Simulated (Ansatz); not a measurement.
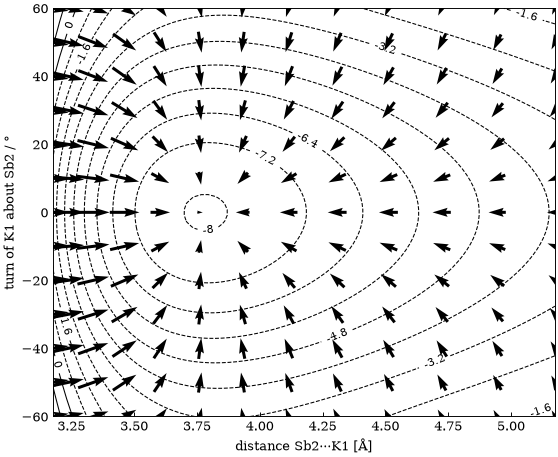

Energy landscape of the pair K···H₃Sb, charge +1. The turn is about an axis along (0.33, −0.94, −0.07) in the frame of the relaxed pair, normal to the line between the partners. Coordinates scanned: (1) distance Sb2···K1; (2) turn of K1 about Sb2. Grid: 13 × 13 points. Points are written as (first, second). Energies are in kcal/mol, from the ion and the molecule far apart, frozen as in the relaxed pair, each in its own basis (no counterpoise correction). Level of theory: RHF/def2-TZVPD (Ansatz).

In the figure: contour lines labelled in kcal/mol, arrows along the force (downhill), their lengths compressed. Between grid points the surface is interpolated. 

> What does the map say about the system?

The lowest grid point is at (3.762 Å, 0°), −8.1 kcal/mol from the ion and the molecule far apart, frozen as in the relaxed pair, each in its own basis (no counterpoise correction). No other kind of well shows on this grid. The highest grid point, (3.175 Å, 60°), lies 9.7 kcal/mol above the lowest. Round the minimum the two coordinates are nearly uncoupled.

The values on the grid:

```
turn of K1 about Sb2 ↓, distance Sb2···K1 →  3.175  3.236  3.337  3.462  3.604  3.762  3.932  4.115  4.308  4.512  4.724  4.945  5.175
                                         60    1.6    0.5   −0.9   −2.0   −2.7   −3.0   −3.0   −2.8   −2.6   −2.2   −1.9   −1.6   −1.4
                                         50    0.9   −0.3   −1.7   −2.9   −3.7   −4.0   −4.0   −3.8   −3.4   −3.0   −2.6   −2.2   −1.9
                                         40    0.2   −1.1   −2.8   −4.0   −4.8   −5.2   −5.1   −4.8   −4.4   −3.9   −3.4   −2.9   −2.5
                                         30   −0.6   −2.0   −3.8   −5.1   −6.0   −6.3   −6.2   −5.9   −5.3   −4.7   −4.1   −3.6   −3.1
                                         20   −1.3   −2.8   −4.6   −6.1   −6.9   −7.2   −7.1   −6.7   −6.1   −5.4   −4.7   −4.1   −3.5
                                         10   −1.8   −3.3   −5.2   −6.7   −7.5   −7.8   −7.7   −7.2   −6.6   −5.9   −5.1   −4.5   −3.8
                                          0   −2.0   −3.5   −5.4   −6.9   −7.8   −8.1   −7.9   −7.4   −6.8   −6.0   −5.3   −4.6   −3.9
                                        −10   −1.8   −3.3   −5.2   −6.7   −7.5   −7.9   −7.7   −7.2   −6.6   −5.9   −5.2   −4.5   −3.8
                                        −20   −1.4   −2.8   −4.6   −6.1   −6.9   −7.3   −7.1   −6.7   −6.1   −5.4   −4.8   −4.1   −3.5
                                        −30   −0.7   −2.1   −3.8   −5.2   −6.0   −6.3   −6.3   −5.9   −5.4   −4.8   −4.2   −3.6   −3.1
                                        −40    0.0   −1.2   −2.9   −4.1   −4.9   −5.3   −5.2   −4.9   −4.5   −3.9   −3.4   −3.0   −2.5
                                        −50    0.8   −0.4   −1.9   −3.1   −3.8   −4.2   −4.1   −3.9   −3.5   −3.1   −2.7   −2.3   −2.0
                                        −60    1.4    0.3   −1.1   −2.2   −2.9   −3.2   −3.2   −3.0   −2.7   −2.4   −2.1   −1.7   −1.5
```

Each point was launched as `ansatz run input.yaml --threads 1 --pin off --max-ram 2560MiB --backend cpu --events-out ev --progress --plain --runs-dir out`. The whole map (169 points run) took 6.9 min on 1 thread of Arm Neoverse V2, on a shared host.
